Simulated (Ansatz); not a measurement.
# Ta wire along [111], 19 atoms a period: bands along the axis, part 2 of 2

What gap, if any, does the Ta wire along [111], 19 atoms a period have, and how many channels would it open?

Ansatz 0.2.0; DFT PBE, plane waves, PAW; relaxation of a wire's period; PAW set soft_1 (the session's first sound run).

So far: The starting structure; The relaxed wire.

### Step 2. The relaxed wire (continued)

Relaxation path:

| step | energy less that of the first step (eV) | largest force component (eV/Å) | pressure (GPa) | volume (Å³) |
| --- | --- | --- | --- | --- |
| 1 | 0.0000 | 1.5070 | -5.30 | 821.27 |
| 2 | -1.0848 | 0.8064 | 1.63 | 787.09 |
| 3 | -1.2685 | 0.3134 | -0.23 | 798.95 |
| 4 | -1.3158 | 0.1080 | -0.23 | 798.07 |
| 5 | -1.3192 | 0.0508 | -0.13 | 797.62 |
| 6 | -1.3242 | 0.0137 | -0.05 | 797.74 |
| 7* | -1.3222 | 0.0136 | -0.05 | 797.74 |

Relaxation steps marked * repeat the geometry before them on a plane-wave basis chosen anew for their cell, so energy and pressure can jump there.

Forces are held to the 4 operations that the run works with; a distortion that breaks them can't arise in this run.

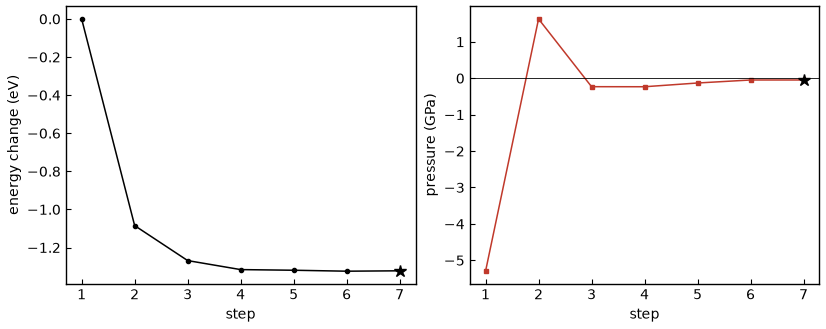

Energy and pressure along the relaxation. Stars mark steps on a basis chosen anew.

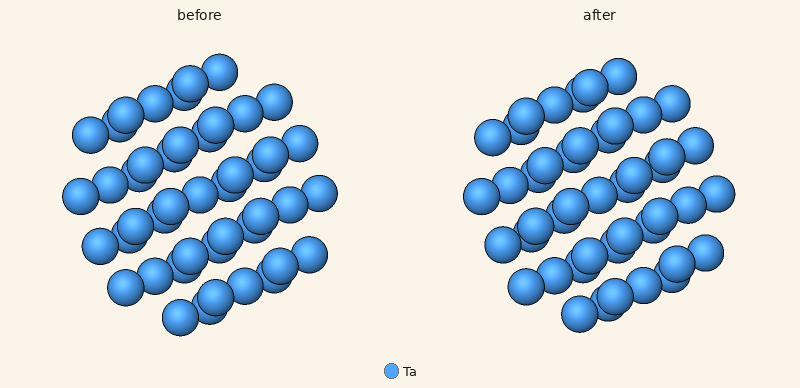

Before and after, at one scale.

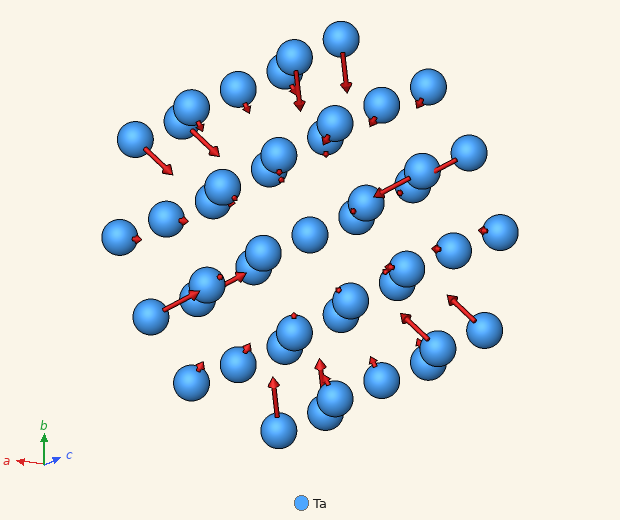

Displacements in the relaxation, exaggerated, measured against the changing cell; the longest in the cell stands for 0.18 Å. 1×1×2 cells are drawn. Some periodic images of atoms are drawn too.

```
cell as run  before  after  change
      c (Å)   2.875  2.793  -2.9 %
```

The atoms that moved most (Å, along periodic axes as changes of fractional coordinates times the final cell, across vacuum about the mean position):

| atom | dx | dy | dz | length |
| --- | --- | --- | --- | --- |
| Ta14 | 0.000 | -0.177 | 0.040 | 0.182 |
| Ta7 | 0.000 | 0.177 | -0.040 | 0.182 |
| Ta11 | 0.150 | 0.089 | 0.037 | 0.178 |
| Ta5 | 0.150 | -0.089 | -0.037 | 0.178 |
| Ta16 | -0.150 | 0.089 | 0.037 | 0.178 |
| Ta10 | -0.150 | -0.089 | -0.037 | 0.178 |
| Ta17 | 0.025 | 0.044 | 0.001 | 0.050 |
| Ta2 | 0.025 | -0.044 | -0.001 | 0.050 |

Numbers from this step:

```yaml
energy_at_zero_smearing: -188713.9890 eV
cell_length_along_the_wire: 2.793 Å
```

The cell's length comes to 2.793 Å with spin left out.

### Step 3. The perfect wire

This step: DFT PBE, plane waves, PAW; bands of a perfect wire; PAW set soft_1 (Ansatz 0.2.0).

At the relaxed period the bands are computed along the axis; those that cross an energy going forward count the channels that a perfect wire would open there.

The input, input.yaml:

```yaml
crystal:
  lattice:
    - [16.19, 0.0, 0.0]
    - [0.0, 17.643, 0.0]
    - [0.0, 0.0, 2.7928065107]
  atoms:
    - { symbol: Ta, position: [0.212675385, 0.5, 0.0] }
    - { symbol: Ta, position: [0.356522718, 0.727993769, 0.999610414] }
    - { symbol: Ta, position: [0.500011676, 0.5, 0.0] }
    - { symbol: Ta, position: [0.643500633, 0.727993769, 0.999610414] }
    - { symbol: Ta, position: [0.219277107, 0.648593271, 0.320059984] }
    - { symbol: Ta, position: [0.356309957, 0.42398145, 0.333863976] }
    - { symbol: Ta, position: [0.500011676, 0.202769125, 0.318990248] }
    - { symbol: Ta, position: [0.500011676, 0.652085755, 0.333885672] }
    - { symbol: Ta, position: [0.643713394, 0.42398145, 0.333863976] }
    - { symbol: Ta, position: [0.780746245, 0.648593271, 0.320059984] }
    - { symbol: Ta, position: [0.219277107, 0.351406729, 0.679940016] }
    - { symbol: Ta, position: [0.356309957, 0.57601855, 0.666136024] }
    - { symbol: Ta, position: [0.500011676, 0.347914245, 0.666114328] }
    - { symbol: Ta, position: [0.500011676, 0.797230875, 0.681009752] }
    - { symbol: Ta, position: [0.643713394, 0.57601855, 0.666136024] }
    - { symbol: Ta, position: [0.780746245, 0.351406729, 0.679940016] }
    - { symbol: Ta, position: [0.356522718, 0.272006231, 0.000389586] }
    - { symbol: Ta, position: [0.643500633, 0.272006231, 0.000389586] }
    - { symbol: Ta, position: [0.787347966, 0.5, 0.0] }
kpoints:
  mp_grid: { grid: [1, 1, 29] }
  band_path: { path: ["Γ", Z], npoints: 90 }
scf:
  occupations: { method: fermi_dirac, width: 0.05 }
hamiltonian:
  xc: pbe
  pseudopotentials: { kind: paw, azcp: { folder: soft_1 } }
output:
  dos: { e_range: [-5, 4] }
  write_potential: true
  write_density: true
  volumetric_format: npy
```

Started as:

```sh
> ansatz run input.yaml --threads 4 --pin off --max-ram 16384MiB --backend cpu --events-out ev --progress --plain --runs-dir out
```

Numbers of over 12 decimals in the logs are rounded to 6 here.

Log:

```text
[...]
Crystal: 19 atoms, lattice volume = 797.738 Å³
Basis set: ecut = 420 eV, 15685 PW (Γ)
Bands: 149, of which v1, the nominal top of the filled ones, is band 124 counted from 1 (123 counted from 0)
Symmetry: 4 space group operations
[...]
k-points: 15 of 29
[...]
SCF iter   1: F=—  HF=-188733.806254 eV  |F-HF|=—  |Δ(HF+E_count)|=         —  Δρ=4.67e-2  dr2=2.37e2  ethr=3.10e-3  ⟨swp⟩=10.4  Hψ=11284  notcnv=0  defer=14
[...]
SCF iter  12: F=-188714.108439 eV  HF=-188714.108439 eV  |F-HF|=1.03e-8  |Δ(HF+E_count)|=   1.57e-8  Δρ=7.80e-7  dr2=1.75e-8  ethr=4.05e-11  ⟨swp⟩=2.1  Hψ=4124  notcnv=0
SCF 1 converged in 12 iterations: F = -188714.108439 eV  dr2 = 1.75e-8
[...]
NSCF: frozen V_eff on 91 k-points
WARN: The output density's exchange-correlation potential varies sharply where the density is thin. Do not read a vacuum level from v_tot or v_xc, or from such a field of the output density. On a cell that repeats whose density bears no net charge and no dipole along the vacuum's axis use v_es (v_loc + v_h of the components); under efield.dipole_correction with no amplitude use v_es + v_field, which holds any externa [...]
SCF converged after 12 iterations
Free energy (F): -188714.108439 eV
[...]
Internal energy: -188713.877230 eV  (E = F + TS)
E sigma→0 (E₀):  -188713.992834 eV
Entropy (-TS):   -0.231209 eV (-12.169 meV/atom)
Fermi energy:    5.811547 eV
[...]
--- Band table (eV; the first three rows and the last of 15) ---
  k-point 0: bands = [... 120 lower, 5.5306, 5.6609, 5.6616, 5.6728, 5.7474, 5.7757, 5.8763, 5.9314, ... 21 higher]
  k-point 1: bands = [... 120 lower, 5.5364, 5.6330, 5.6427, 5.6896, 5.7459, 5.7662, 5.9005, 5.9190, ... 21 higher]
  k-point 2: bands = [... 120 lower, 5.5638, 5.6737, 5.6787, 5.6798, 5.7228, 5.7406, 5.8877, 5.8910, ... 21 higher]
  k-point 14: bands = [... 120 lower, 6.0454, 6.1676, 6.3539, 6.3569, 6.5017, 6.5074, 6.7319, 6.7375, ... 21 higher]
```

The job ended after 4.3 min (4 threads of Arm Neoverse V1, shared host; peak memory 5.6 GiB; 17 min of CPU time).

In the SCF lines HF is the Harris–Foulkes energy and dr2 the Hartree energy of the density residual, in eV; the loop may stop once dr2 is under the threshold and the program's other checks hold. Hψ counts applications of the Hamiltonian.

This step gave:

```yaml
energy_at_zero_smearing: -188713.9928 eV
band_gap: 0 eV
```

Electronic bands along the path, in eV, zero at the Fermi level; # counts the bands kept:

```
point    #45    #46    #47    #48    #49    #50   #51   #52
    Γ  -0.28  -0.15  -0.15  -0.14  -0.06  -0.04  0.06  0.12
    Z   0.26   0.34   0.61   0.62   0.63   0.63  0.90  0.91
```

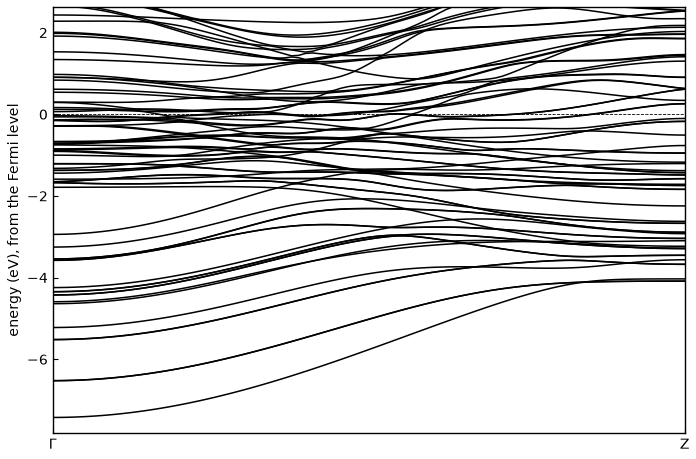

Electronic bands along the path.

Between Γ and Z the bands cross the Fermi level 17 times, so a perfect wire would conduct at least 17 G₀, with spin left out.

### Step 4. Summary of results

```
cell length, PBE                                            : 2.793 Å
ballistic conductance by band crossings, a lower bound, PBE : 17 G₀
```

Under PBE the cell's length is 2.79 Å, and the bands cross the Fermi level 17 times between Γ and Z, which gives a perfect wire at least 17 G₀ (opposite crossings within one step of the path cancel in such a count). No spin was allowed, though thin wires with open d shells can turn magnetic. Spin-orbit coupling is left out, which matters for the bands of heavy atoms.

[Logs are printed without paths, hosts, clocks, repeated set-up lines and the standing remarks that a program may print on its own settings, such as how far it seeks lower states.]

[Hosts, paths, dates, database ids (printed as entryN), source tags and the programs' standing remarks are cut or masked in the printed files.]
